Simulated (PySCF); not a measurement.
**S2F2 (Difluorodisulfane) at FCI/STO-3G**

Aim: the energy change on altering one bond length of S2F2 (Difluorodisulfane) at FCI/STO-3G, from 2 runs. 

Program for the calculation: PySCF 2.14.0.

13 further runs of the same task are left out: 4 that didn't finish, 9 set aside as unsound or not needed.

## (1) The system as given

The species is S2F2 (4 atoms), meant as a singlet with charge 0. SMILES: `FSSF`. The coordinates come from a PBE0-D4/def2-TZVP relaxation.

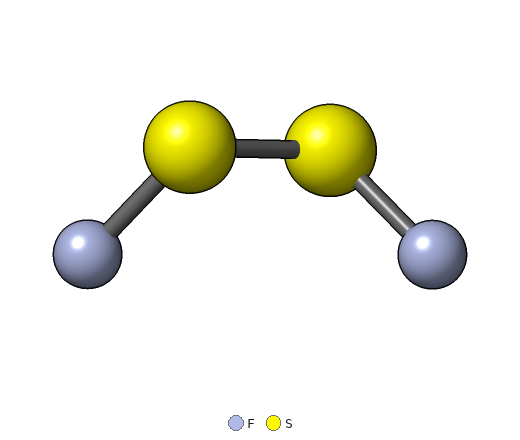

The structure, seen from a chosen angle (fluorine light blue, sulfur yellow).

## (2) A single-point energy at FCI/STO-3G

Input file calc.py:

```python
from pyscf import gto, mcscf
from pyscf import fci

mol = gto.M(
    atom='''
F     -1.783750    -0.199930    -0.621590
S     -0.467670     0.764150    -0.632370
S      1.044990    -0.276390    -0.184720
F      1.206410    -0.287820     1.438680
''',
    spin=0,
    max_memory=1860,
    verbose=3,
    basis='sto-3g',
)

mf = mol.RHF()
mf.conv_tol = 1e-10
mf.kernel()
if not mf.converged:
    mf = mf.newton().run(mf.mo_coeff, mf.mo_occ)

cas = mcscf.CASCI(mf, mf.mo_coeff.shape[-1] - 12, (mol.nelec[0] - 12, mol.nelec[1] - 12))  # full CI above the frozen core
cas.fcisolver = fci.direct_spin0.FCI(mol)  # even spin states alone
cas.kernel()
print('<S^2> = %.4f' % cas.fcisolver.spin_square(cas.ci, cas.ncas, cas.nelecas)[0])
etot = cas.e_tot
print('E = %.10f Eh' % etot)
```

Launch:

```bash
$ OMP_NUM_THREADS=1 python calc.py
```

Standard output:

```text
converged SCF energy = -982.331905348405
CASCI E = -982.441725497952  E(CI) = -126.304939421162  S^2 = 0.0000000
<S^2> = 0.0000
E = -982.4417254980 Eh
```

Wall time 14 s (1 thread of Arm Neoverse V1, shared host); peak memory 0.19 GiB.

## (3) The distorted shape

Input file input.py:

```python
from pyscf import gto, mcscf
from pyscf import fci

system = gto.Mole()
system.atom = '''
F     -4.800110     0.605393    -1.597618
S     -2.313080     2.427240    -1.617989
S      1.974745    -0.522301    -0.349070
F      2.279784    -0.543901     2.718711
'''
system.verbose = 3
system.basis = 'sto-3g'
system.unit = 'bohr'
system.max_memory = 1860
system.build()

mf = system.RHF()
mf.conv_tol = 1e-10
mf.kernel()
if not mf.converged:
    mf = mf.newton().run(mf.mo_coeff, mf.mo_occ)

cas = mcscf.CASCI(mf, mf.mo_coeff.shape[-1] - 12, (system.nelec[0] - 12, system.nelec[1] - 12))  # full CI above the frozen core
cas.fcisolver = fci.direct_spin0.FCI(system)  # even spin states alone
cas.kernel()
print('<S^2> = %.4f' % cas.fcisolver.spin_square(cas.ci, cas.ncas, cas.nelecas)[0])
etot = cas.e_tot
print('Final energy', etot)
```

Launch:

```bash
$ OMP_NUM_THREADS=1 python input.py
```

Standard output:

```text
converged SCF energy = -982.228037225874
CASCI E = -982.414376984755  E(CI) = -118.146480706274  S^2 = 0.0000000
<S^2> = 0.0000
Final energy -982.4143769847551
```

Wall time 19 s (1 thread of Arm Neoverse V1, shared host); peak memory 0.19 GiB.

## (4) Summary of results

Level: FCI/STO-3G, 12 core orbitals frozen.

| quantity | value |
| --- | --- |
| first shape: total energy | -982.44173 Eh |
| first shape: dipole moment (Hartree–Fock density) | 0.46 D |
| first shape: HOMO energy (Hartree–Fock orbitals) | -7.68 eV |
| first shape: LUMO energy (Hartree–Fock orbitals) | 9.62 eV |
| first shape: HOMO–LUMO gap (Hartree–Fock orbitals) | 17.30 eV |
| first shape: correlation energy (12 core orbitals frozen) | -109.8 mEh |
| distorted shape: total energy | -982.41438 Eh |
| distorted shape: dipole moment (Hartree–Fock density) | 0.59 D |
| distorted shape: HOMO energy (Hartree–Fock orbitals) | -6.16 eV |
| distorted shape: LUMO energy (Hartree–Fock orbitals) | 2.28 eV |
| distorted shape: HOMO–LUMO gap (Hartree–Fock orbitals) | 8.44 eV |
| distorted shape: correlation energy (12 core orbitals frozen) | -186.3 mEh |
| energy change with the S2–S3 bond stretched from 1.890 to 2.835 Å | 0.744 eV |

With the S2–S3 bond stretched from 1.890 to 2.835 Å the energy rises by 0.74 eV (17.2 kcal/mol). The first shape isn't relaxed at this level, so the change isn't measured from a minimum. The minimal basis adds a large error of its own. Mulliken charges (first shape) of the mean-field density run from -0.20 on F1 to +0.20 on S2.
